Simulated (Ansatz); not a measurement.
**How the smearing shapes the phonons of TlBi2 (P6/mmm)**

Wanted: frequencies of TlBi2 (P6/mmm) solved wavevector by wavevector at several smearings. The first relaxation steps of the session are not shown, so no cell shown is the starting entry, unless a step says so.

Method: DFT PBEsol, scalar-relativistic, plane waves, PAW, in Ansatz 0.2.0.

**1. The cell after earlier relaxation steps**

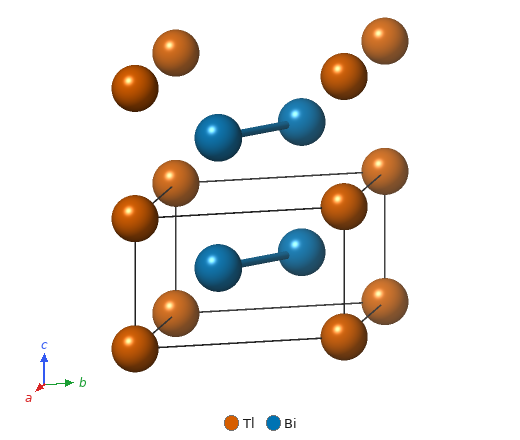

Start, viewed slightly off an axis; thallium orange, bismuth blue. 1×1×2 cells are drawn. Some periodic images of atoms are drawn too.

Coordinates:

```cif
data_structure
_symmetry_space_group_name_H-M 'P 1'
_symmetry_Int_Tables_number 1
_cell_length_a 5.6220
_cell_length_b 5.6220
_cell_length_c 3.3477
_cell_angle_alpha 90.000
_cell_angle_beta 90.000
_cell_angle_gamma 120.000
_cell_volume 91.63
loop_
_atom_site_label
_atom_site_type_symbol
_atom_site_fract_x
_atom_site_fract_y
_atom_site_fract_z
_atom_site_occupancy
Tl1 Tl 0.00000 0.00000 0.00000 1
Bi2 Bi 0.66667 0.33333 0.50000 1
Bi3 Bi 0.33333 0.66667 0.50000 1
```

**2. Tight relaxation**

Residual forces and stress shift phonon frequencies, so the cell is relaxed again, with tight thresholds and the mesh and smearing of this input. Earlier relaxation steps are not shown.

input.yaml

```yaml
crystal:
  lattice:
    - [5.6219571141, 0.0, 0.0]
    - [-2.810978557, 4.8687576798, 0.0]
    - [0.0, 0.0, 3.3476980765]
  atoms:
    - { symbol: Tl, position: [0.0, 0.0, 0.0] }
    - { symbol: Bi, position: [0.6666666667, 0.3333333333, 0.5] }
    - { symbol: Bi, position: [0.3333333333, 0.6666666667, 0.5] }
kpoints:
  mp_grid: { grid: [6, 6, 8] }
hamiltonian:
  xc: pbesol
scf:
  occupations: { method: methfessel_paxton, width: 0.2 }
output:
  forces: true
  stress: true
  eigenvalues: true
relax:
  adjacent_minimum: "off"
  f_tol: 0.001
  max_steps: 60
  cell: { stress_tol: 0.01 }
```

Launch:

```sh
$ ansatz run input.yaml --threads 4 --pin off --max-ram 8192MiB --backend cpu --events-out ev --progress --plain --runs-dir out
```

Numbers of over 12 decimals in the logs are rounded to 6 here.

The log of the run:

```text
[the first part of the log is left out]
  E_paw        = -31035.547468  (= ΣΔE_a)
  E_vpaw       = -846.681744  (= ΣTr[D̂ρ^β])
  E_aug_tail   = -0.000880  (compensation charges beyond the density's cutoff)
  E_ewald      = -4099.219849
  E_core_change = 0.217769  (= ΣΔE_core)
  E_smearing   = -0.001969  (= −TS)
  E_closure    = 0.000000  (closes the sum)
  Σ components = -35779.763959   (vs F -35779.763959, Δ=0.00e0)
--- Forces (eV/Å), atoms counted from 1 ---
  atom   1  Tl    -0.00000000    -0.00000000     0.00000000
  atom   2  Bi    -0.00000000    -0.00000000    -0.00000000
  atom   3  Bi     0.00000000     0.00000000     0.00000000
  max |Σ_I F_I| component: 3.70e-17 eV/Å
--- Stress (GPa, compression-positive) ---
        0.000698       0.000000      -0.000000
        0.000000       0.000698      -0.000000
       -0.000000      -0.000000       0.000970
  P = ⅓ Tr σ = 0.0008 GPa (0.008 kbar)
--- Band table (eV; the first three rows and the last of 35) ---
  k-point 0: bands = ["-11.9363", "-11.8399", "-11.8399", "-11.8226", "-11.7553", "-11.7553", "-11.7454", "-11.7454", "-11.6968", "-11.6968", "-2.0281", "-0.6927", "-0.3858", "-0.3858", "-0.2131", "-0.2131", "1.1737", "5.0290", "7.7782", "7.7782", "9.0611", "9.0611", "13.3668", "16.7475", "17.7215", "17.9126"]
  k-point 1: bands = ["-11.9054", "-11.8388", "-11.8388", "-11.7888", "-11.7669", "-11.7669", "-11.7445", "-11.7445", "-11.7064", "-11.7064", "-1.8449", "-0.5980", "-0.3762", "-0.3762", "-0.2559", "-0.2559", "1.3426", "5.1465", "7.9477", "7.9477", "9.3208", "9.3208", "11.6568", "14.9715", "17.7191", "17.7191"]
  k-point 2: bands = ["-11.8362", "-11.8362", "-11.8307", "-11.7948", "-11.7948", "-11.7424", "-11.7424", "-11.7292", "-11.7292", "-11.7069", "-1.3273", "-0.3693", "-0.3561", "-0.3561", "-0.3533", "-0.3533", "1.8197", "5.3929", "8.4107", "8.4107", "9.4148", "10.0732", "10.0732", "12.2563", "14.9758", "16.5283"]
  k-point 34: bands = ["-11.9026", "-11.8438", "-11.8159", "-11.8159", "-11.7988", "-11.7988", "-11.7537", "-11.6634", "-11.6254", "-11.6254", "-0.5931", "-0.5931", "-0.3257", "-0.3257", "-0.0732", "1.1645", "1.1645", "6.3001", "7.2208", "7.2455", "7.2455", "11.6763", "11.6763", "12.3736", "14.3099", "14.3099"]
--- Relaxed structure (3 steps of the walk, 3 accepted, 1 SCFs on fresh bases) ---
  F+E_penalty+E_count = -35779.76395881 eV   max|allowed force component| = 1.912e-16 eV/Å   (the final SCF, on the basis selected at the relaxed cell)
  cell:  # Å, volume = 91.6693 Å³
    - [5.625686, -2.8886657664474864e-11, 0.0]
    - [-2.812843, 4.871987, 0.0]
    - [0.0, 0.0, 3.344583]
  atoms:
    - { symbol: Tl, position: [0, 0, 0.0] }
    - { symbol: Bi, position: [0.666667, 0.333333, 0.500000] }
    - { symbol: Bi, position: [0.333333, 0.666667, 0.500000] }
```

It took 5.5 s on 4 threads of Arm Neoverse V1, shared host; peak memory 0.44 GiB; 20 s of CPU time.

Little changed from the start: no atom moved by 0.005 Å and no cell edge by 0.1 %.

Numbers from this step:

| Quantity | Value |
| --- | --- |
| pressure | 7.88e-4 GPa |
| volume per atom | 30.56 Å³ |
| metallic on mesh | yes |
| gap on the k-mesh | 0 eV |

The largest force is now zero by symmetry and the largest stress component 9.7e-4 GPa, small enough for phonons.

**3. Phonons along a line: Fermi–Dirac smearing of 0.1 eV**

Each wavevector is solved by itself, so no interpolation smooths a dip of the branch.

input.yaml

```yaml
crystal:
  lattice:
    - [5.6256863128, 0.0, 0.0]
    - [-2.8128431564, 4.8719872606, 0.0]
    - [0.0, 0.0, 3.3445834079]
  atoms:
    - { symbol: Tl, position: [0.0, 0.0, 0.0] }
    - { symbol: Bi, position: [0.6666666667, 0.3333333333, 0.5] }
    - { symbol: Bi, position: [0.3333333333, 0.6666666667, 0.5] }
kpoints:
  mp_grid: { grid: [9, 9, 12] }
hamiltonian:
  xc: pbesol
scf:
  occupations: { method: fermi_dirac, width: 0.1 }
output:
  eigenvalues: true
phonons:
  method: dfpt
  qpoints: [[0, 0, 0], [0.333333333, 0.0, 0.0]]
```

The log of the run:

```text
The run solves and reports these wavevectors of phonons.qpoints, in the list's order, at another value: [0.333333333, 0.0, 0.0] as [0.333333, 0.0, 0.0].
[...]
Crystal: 3 atoms, lattice volume = 91.669 Å³
Basis set: ecut = 420 eV, 1823 PW (Γ), exchange–correlation on 80×80×48 points (8 copies of the dense FFT grid, shifted against one another)
Bands: 26, of which v1, the nominal top of the filled ones, is band 22 counted from 1 (21 counted from 0)
Symmetry: 24 space group operations
k-points: 84 of 972
[...]
SCF iter   1: F=—  HF=-35779.795485 eV  |F-HF|=—  |Δ(HF+E_count)|=         —  Δρ=2.00e-3  dr2=4.06e-3  ethr=1.77e-3  ⟨swp⟩=6.3  Hψ=10169  notcnv=0
[...]
SCF iter   9: F=-35779.792645 eV  HF=-35779.792645 eV  |F-HF|=2.91e-11  |Δ(HF+E_count)|=  1.46e-11  Δρ=3.61e-8  dr2=1.03e-12  ethr=1.00e-12  ⟨swp⟩=6.2  Hψ=10418  notcnv=0
SCF 1 converged in 9 iterations: F = -35779.792645 eV  dr2 = 1.03e-12
[...]
NSCF: frozen V_eff on 84 k-points
[...]
DFPT response loops at q = (0, 0, 0) (fractional): preconditioner auto → Kerker (q_TF=auto, 2.405 Å⁻¹) (partly filled bands, converged f_vac=0.000); β = 1.00, the filter's whole step (`scf.mixing.beta` (0.50) is not read by the response loops under this deck's `scf.mixing.preconditioner`; to damp them name `kerker` or `kerker_dos`, under which they read `scf.mixing.beta`, and type it under 1.00, their step now; both keys bind the ground state too); Broyden in place of MSR1
[...]
SCF converged after 9 iterations
Free energy (F): -35779.792645 eV
[...]
Internal energy: -35779.746109 eV  (E = F + TS)
E sigma→0 (E₀):  -35779.769377 eV
Entropy (-TS):   -0.046536 eV (-15.512 meV/atom)
Fermi energy:    11.030100 eV
[...]
--- Band table (eV; the first three rows and the last of 84) ---
  k-point 0: bands = [... 18 lower, 7.7812, 7.7812, 9.0637, 9.0637, 13.3646, 16.7419, 17.7185, 17.9149]
  k-point 1: bands = [... 18 lower, 7.8575, 7.8575, 9.1797, 9.1797, 12.4473, 15.8189, 17.8506, 17.8506]
  k-point 2: bands = [... 18 lower, 8.0780, 8.0780, 9.5221, 9.5221, 10.8399, 14.0457, 17.0189, 17.4660]
  k-point 83: bands = [... 18 lower, 7.2252, 7.2391, 7.2391, 11.6805, 11.6805, 12.3770, 14.3088, 14.3088]
--- Phonons (Γ-DFPT): 4 representative perturbations + reference (Σ response iterations 12) ---
  ASR residual: 2.616e-4 → 0.000e0 eV/Å²; symmetrization residual: 1.079e-4 eV/Å²
  ASR residual per site (eV/Å²): 2.62e-4 1.40e-4 1.40e-4
  Γ frequencies (cm⁻¹): 0.00 0.00 0.00 25.07 33.48 56.52 56.52 82.56 82.56
  non-analytic LO–TO correction: not included (Born effective charges unavailable; polar crystals: no LO–TO splitting at Γ)
--- Phonons (arbitrary-q DFPT): 2 explicit q-points ---
  q = [0, 0, 0] (of the zone-centre solve; hermiticity 7.14e-5, symmetrization 4.05e-12): -0.00 0.00 0.00 25.07 33.48 56.52 56.52 82.56 82.56
  q = [0.333333, 0, 0] (4 solved perturbations in 1764 linear systems a pass and spin channel, the states on 567 of 972 k-point pairs; hermiticity 2.99e-5, symmetrization 9.75e-11): 18.95 20.72 27.66 35.06 41.39 45.44 49.77 70.81 75.47
  sum rule: each row above includes the acoustic sum rule's correction from the zone centre's row sums; it moved no ω² by more than (0.59 cm⁻¹)²
```

It took 2.9 min on 4 threads; peak memory 3.4 GiB.

In the SCF lines HF is the Harris–Foulkes energy and dr2 the Hartree energy of the density residual, in eV; the loop may stop once dr2 is under the threshold and the program's other checks hold. Hψ counts applications of the Hamiltonian.

Each wavevector solved by linear response. Frequency against |q| along the line; 7 of 9 lines:

```
|q| along the line (Å⁻¹)  mode 1 (cm⁻¹)  mode 2 (cm⁻¹)  mode 3 (cm⁻¹)  mode 4 (cm⁻¹)  mode 5 (cm⁻¹)  mode 6 (cm⁻¹)  mode 7 (cm⁻¹)
                   0.000              0              0              0           25.1           33.5           56.5           56.5
                   0.430           18.9           20.7           27.7           35.1           41.4           45.4           49.8
```

**4. Phonons along a line: Fermi–Dirac smearing of 0.25 eV**

Each wavevector is solved by itself, so no interpolation smooths a dip of the branch.

input.yaml, as its differences from that of step 3:

```diff
@@ -14,3 +14,3 @@
 scf:
-  occupations: { method: fermi_dirac, width: 0.1 }
+  occupations: { method: fermi_dirac, width: 0.25 }
 output:
```

Wider smearing eases the sum over k-points of a metal but moves the result away from its zero-temperature value.

The log of the run:

```text
band count auto-derived: 28 (N_el = 43.0; filled up to band 22; 26 by the electrons, moments and atoms)
[...]
Crystal: 3 atoms, lattice volume = 91.669 Å³
Basis set: ecut = 420 eV, 1823 PW (Γ), exchange–correlation on 80×80×48 points (8 copies of the dense FFT grid, shifted against one another)
Bands: 28, of which v1, the nominal top of the filled ones, is band 22 counted from 1 (21 counted from 0)
[... 1 set-up line as in the run before ...]
k-points: 84 of 972
[...]
SCF iter   1: F=—  HF=-35779.921385 eV  |F-HF|=—  |Δ(HF+E_count)|=         —  Δρ=1.97e-3  dr2=4.12e-3  ethr=1.77e-3  ⟨swp⟩=7.1  Hψ=11058  notcnv=0
[...]
SCF iter   9: F=-35779.918366 eV  HF=-35779.918366 eV  |F-HF|=2.18e-11  |Δ(HF+E_count)|=    0.00e0  Δρ=4.03e-8  dr2=1.80e-12  ethr=1.00e-12  ⟨swp⟩=6.4  Hψ=11642  notcnv=0
SCF 1 converged in 9 iterations: F = -35779.918366 eV  dr2 = 1.80e-12
[...]
WARN: eigensolver did not converge in 4 slots of this pass, the one above among them; of largest residual over every band (k=79): 1 band(s) unlocked (lowest unlocked band 27, counted from 0; max residual 1.24e-5 eV among the unlocked bands, 1.24e-5 eV over every band); of lowest unlocked band (k=9): band 27
[...]
SCF converged after 9 iterations
Free energy (F): -35779.918366 eV
[...]
Internal energy: -35779.613084 eV  (E = F + TS)
E sigma→0 (E₀):  -35779.765725 eV
Entropy (-TS):   -0.305282 eV (-101.761 meV/atom)
Fermi energy:    11.033366 eV
[...]
--- Band table (eV; the first three rows and the last of 84) ---
  k-point 0: bands = [... 18 lower, 7.7814, 7.7814, 9.0632, 9.0632, 13.3656, 16.7440, 17.7196, 17.9147, ... 2 higher]
  k-point 1: bands = [... 18 lower, 7.8577, 7.8577, 9.1792, 9.1792, 12.4483, 15.8211, 17.8505, 17.8505, ... 2 higher]
  k-point 2: bands = [... 18 lower, 8.0782, 8.0782, 9.5216, 9.5216, 10.8410, 14.0479, 17.0165, 17.4658, ... 2 higher]
  k-point 83: bands = [... 18 lower, 7.2238, 7.2411, 7.2411, 11.6804, 11.6804, 12.3745, 14.3091, 14.3091, ... 2 higher]
[...]
ASR residual: 1.213e-4 → 0.000e0 eV/Å²; symmetrization residual: 3.938e-5 eV/Å²
  ASR residual per site (eV/Å²): 6.31e-5 1.21e-4 1.21e-4
  Γ frequencies (cm⁻¹): 0.00 0.00 0.00 26.25 33.07 54.32 54.32 80.02 80.02
[...]
--- Phonons (arbitrary-q DFPT): 2 explicit q-points ---
[...]
```

Elapsed: 2.9 min, on 4 threads; peak memory 3.6 GiB; 11 min of CPU time.

Each wavevector solved by linear response. Table of frequency by |q| along the line; 7 of 9 lines:

```
|q| along the line (Å⁻¹)  mode 1 (cm⁻¹)  mode 2 (cm⁻¹)  mode 3 (cm⁻¹)  mode 4 (cm⁻¹)  mode 5 (cm⁻¹)  mode 6 (cm⁻¹)  mode 7 (cm⁻¹)
                   0.000              0              0              0           26.2           33.1           54.3           54.3
                   0.430           18.9           19.5           27.2           33.6           39.8           44.5           49.7
```

Against step 3 (now smearing width 0.25 eV), the free energy moves by -41.9 meV an atom.

**5. Phonons along a line: Fermi–Dirac smearing of 0.04 eV**

The smearing blurs the Fermi surface that screens the phonons; a Fermi–Dirac width is an electronic temperature.

input.yaml, as its differences from that of step 4:

```diff
@@ -14,3 +14,3 @@
 scf:
-  occupations: { method: fermi_dirac, width: 0.25 }
+  occupations: { method: fermi_dirac, width: 0.04 }
 output:
```

Narrower smearing comes nearer the zero-temperature value but asks more of the mesh.

The log of the run:

```text
[...]
Crystal: 3 atoms, lattice volume = 91.669 Å³
Basis set: ecut = 420 eV, 1823 PW (Γ), exchange–correlation on 80×80×48 points (8 copies of the dense FFT grid, shifted against one another)
Bands: 26, of which v1, the nominal top of the filled ones, is band 22 counted from 1 (21 counted from 0)
[... 1 set-up line as in the run before ...]
k-points: 84 of 972
[...]
SCF iter   1: F=—  HF=-35779.776029 eV  |F-HF|=—  |Δ(HF+E_count)|=         —  Δρ=2.03e-3  dr2=4.14e-3  ethr=1.77e-3  ⟨swp⟩=6.7  Hψ=10421  notcnv=0
[...]
SCF iter   9: F=-35779.773196 eV  HF=-35779.773196 eV  |F-HF|=2.91e-11  |Δ(HF+E_count)|=  1.46e-11  Δρ=4.48e-8  dr2=2.55e-12  ethr=1.00e-12  ⟨swp⟩=6.7  Hψ=10240  notcnv=0
SCF 1 converged in 9 iterations: F = -35779.773196 eV  dr2 = 2.55e-12
[...]
SCF converged after 9 iterations
Free energy (F): -35779.773196 eV
[...]
Internal energy: -35779.765736 eV  (E = F + TS)
E sigma→0 (E₀):  -35779.769466 eV
Entropy (-TS):   -0.007460 eV (-2.487 meV/atom)
Fermi energy:    11.015024 eV
[...]
--- Band table (eV; the first three rows and the last of 84) ---
  k-point 0: bands = [... 18 lower, 7.7801, 7.7801, 9.0642, 9.0642, 13.3635, 16.7399, 17.7176, 17.9149]
  k-point 1: bands = [... 18 lower, 7.8564, 7.8564, 9.1802, 9.1802, 12.4462, 15.8168, 17.8506, 17.8506]
  k-point 2: bands = [... 18 lower, 8.0769, 8.0769, 9.5225, 9.5225, 10.8389, 14.0435, 17.0238, 17.4658]
  k-point 83: bands = [... 18 lower, 7.2270, 7.2369, 7.2369, 11.6801, 11.6801, 12.3815, 14.3083, 14.3083]
[...]
ASR residual: 2.849e-4 → 0.000e0 eV/Å²; symmetrization residual: 1.137e-4 eV/Å²
  ASR residual per site (eV/Å²): 2.85e-4 9.90e-5 9.90e-5
  Γ frequencies (cm⁻¹): 0.00 0.00 0.00 25.91 33.51 57.40 57.40 84.88 84.88
[...]
--- Phonons (arbitrary-q DFPT): 2 explicit q-points ---
[...]
```

Elapsed: 2.7 min, on 4 threads; peak memory 3.4 GiB.

Each wavevector solved by linear response. Frequency against |q| along the line; 7 of 9 lines:

```
|q| along the line (Å⁻¹)  mode 1 (cm⁻¹)  mode 2 (cm⁻¹)  mode 3 (cm⁻¹)  mode 4 (cm⁻¹)  mode 5 (cm⁻¹)  mode 6 (cm⁻¹)  mode 7 (cm⁻¹)
                   0.000              0              0              0           25.9           33.5           57.4           57.4
                   0.430           18.6           20.9           27.8           35.5           41.9           46.1           48.4
```

Against step 3 (now smearing width 0.04 eV), the free energy moves by +6.5 meV an atom.

**6. Phonons along a line: Methfessel–Paxton smearing of 0.2 eV**

Each wavevector is solved by itself, so no interpolation smooths a dip of the branch.

input.yaml, as its differences from that of step 5:

```diff
@@ -14,3 +14,3 @@
 scf:
-  occupations: { method: fermi_dirac, width: 0.04 }
+  occupations: { method: methfessel_paxton, width: 0.2 }
 output:
```

The log of the run:

```text
[...]
Crystal: 3 atoms, lattice volume = 91.669 Å³
Basis set: ecut = 420 eV, 1823 PW (Γ), exchange–correlation on 80×80×48 points (8 copies of the dense FFT grid, shifted against one another)
Bands: 26, of which v1, the nominal top of the filled ones, is band 22 counted from 1 (21 counted from 0)
[... 1 set-up line as in the run before ...]
k-points: 84 of 972
[...]
SCF iter   1: F=—  HF=-35779.772335 eV  |F-HF|=—  |Δ(HF+E_count)|=         —  Δρ=2.02e-3  dr2=4.09e-3  ethr=1.77e-3  ⟨swp⟩=6.0  Hψ=9801  notcnv=0
[...]
SCF iter   9: F=-35779.769495 eV  HF=-35779.769495 eV  |F-HF|=2.91e-11  |Δ(HF+E_count)|=  7.28e-12  S|Δr|=    0.00e0  Δρ=4.18e-8  dr2=2.17e-12  ethr=1.00e-12  ⟨swp⟩=6.8  Hψ=10233  notcnv=0
SCF 1 converged in 9 iterations: F = -35779.769495 eV  dr2 = 2.17e-12
[...]
SCF converged after 9 iterations
Stability not checked: this state was not tested for a lower state beside it, because cold or Methfessel-Paxton smearing, or corrected tetrahedra, fill the levels in a way that the test cannot read (fill_not_monotonic; see scf.lower_state_search)
Free energy (F): -35779.769495 eV
[...]
Internal energy: -35779.769576 eV  (E = F + TS)
E sigma→0 (E₀):  -35779.769515 eV
Entropy (-TS):   0.000082 eV (0.027 meV/atom)
Fermi energy:    11.022599 eV
[...]
--- Band table (eV; the first three rows and the last of 84) ---
  k-point 0: bands = [... 18 lower, 7.7803, 7.7803, 9.0643, 9.0643, 13.3632, 16.7393, 17.7172, 17.9150]
  k-point 1: bands = [... 18 lower, 7.8566, 7.8566, 9.1803, 9.1803, 12.4458, 15.8162, 17.8507, 17.8507]
  k-point 2: bands = [... 18 lower, 8.0771, 8.0771, 9.5227, 9.5227, 10.8385, 14.0428, 17.0228, 17.4660]
  k-point 83: bands = [... 18 lower, 7.2268, 7.2365, 7.2365, 11.6801, 11.6801, 12.3805, 14.3084, 14.3084]
[...]
ASR residual: 2.569e-4 → 0.000e0 eV/Å²; symmetrization residual: 1.038e-4 eV/Å²
  ASR residual per site (eV/Å²): 2.57e-4 1.00e-4 1.00e-4
  Γ frequencies (cm⁻¹): 0.00 0.00 0.00 24.45 33.38 57.76 57.76 83.70 83.70
[...]
--- Phonons (arbitrary-q DFPT): 2 explicit q-points ---
[...]
```

Elapsed: 2.8 min, on 4 threads; peak memory 3.5 GiB.

Each wavevector solved by linear response. Frequency against |q| along the line; 7 of 9 lines:

```
|q| along the line (Å⁻¹)  mode 1 (cm⁻¹)  mode 2 (cm⁻¹)  mode 3 (cm⁻¹)  mode 4 (cm⁻¹)  mode 5 (cm⁻¹)  mode 6 (cm⁻¹)  mode 7 (cm⁻¹)
                   0.000              0              0              0           24.4           33.4           57.8           57.8
                   0.430           18.5           21.1           27.7           35.4           42.0           46.1           49.3
```

Against step 3 (now occupations Methfessel-Paxton and smearing width 0.2 eV), the free energy moves by +7.7 meV an atom.

**7. Smearing and the soft branch**

Lowest frequency against |q| along the line:

```
|q| along the line (Å⁻¹)  fermi dirac 0.1 eV, k 9x9x12 (cm⁻¹)  fermi dirac 0.25 eV, k 9x9x12 (cm⁻¹)  fermi dirac 0.04 eV, k 9x9x12 (cm⁻¹)  methfessel paxton 0.2 eV, k 9x9x12 (cm⁻¹)
                   0.000                                    0                                     0                                     0                                          0
                   0.430                                 18.9                                  18.9                                  18.6                                       18.5
```

**8. Results**

```yaml
phonon_run_of_the_rows_without_a_label_of_their_own: PBEsol, k 9×9×12
lowest_branch_at_the_last_solved_point_fermi_dirac_0p1_ev: 18.9 cm⁻¹ at |q| = 0.430 Å⁻¹
lowest_branch_at_the_last_solved_point_fermi_dirac_0p25_ev: 18.9 cm⁻¹ at |q| = 0.430 Å⁻¹
lowest_branch_at_the_last_solved_point_fermi_dirac_0p04_ev: 18.6 cm⁻¹ at |q| = 0.430 Å⁻¹
lowest_branch_at_the_last_solved_point_methfessel_paxton_0p2_ev: 18.5 cm⁻¹ at |q| = 0.430 Å⁻¹
```

What this shows: No branch softens by more than 4 % of the top frequency as the smearing narrows, so no anomaly that hangs on the smearing shows at these points. The line holds 2 wavevectors, so a narrow dip between them would be missed. Between Fermi–Dirac 0.25 eV and Fermi–Dirac 0.04 eV the largest change, with modes counted by rank of frequency, is in mode 8 at |q| = 0 Å⁻¹, from 80.0 to 84.9 cm⁻¹. Where branches cross, a count by rank can hide a softening. At the narrowest width the k mesh may not resolve the Fermi surface, so part of the change can be mesh noise. Spin–orbit coupling, left out here, matters for Bi and Tl.

[Logs are printed without paths, hosts, clocks, repeated set-up lines and the standing remarks that a program may print on its own settings, such as how far it seeks lower states.]

[Hosts, paths, dates, database ids (printed as entryN), source tags and the programs' standing remarks are cut or masked in the printed files.]
